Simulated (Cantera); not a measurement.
Charge: 1 mol B2O3, 0.46 mol O2, a varied amount of H2, at 1927 °C and 100 Torr.

These are equilibrium values from Cantera (NASA tables, ideal gas, pure condensed phases), not measurements of a reactor. Candidate condensed phases: B, B2O3, B3O3H3, H2O; 23 gas species. Kinetics and transport are ignored.

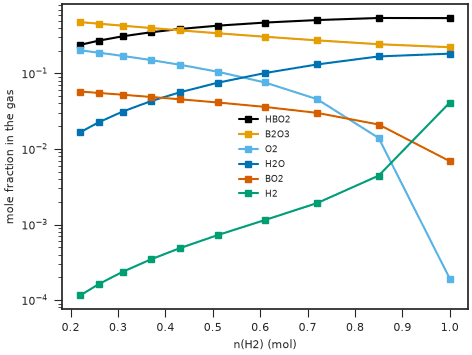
Equilibrium gas composition (values under 1e-9 drawn at 1e-9)

From 0.22 mol H2 to 1 mol H2 nothing is condensed. The main B-bearing gas is B2O3 at 0.22 mol H2 and HBO2 at 1 mol H2.
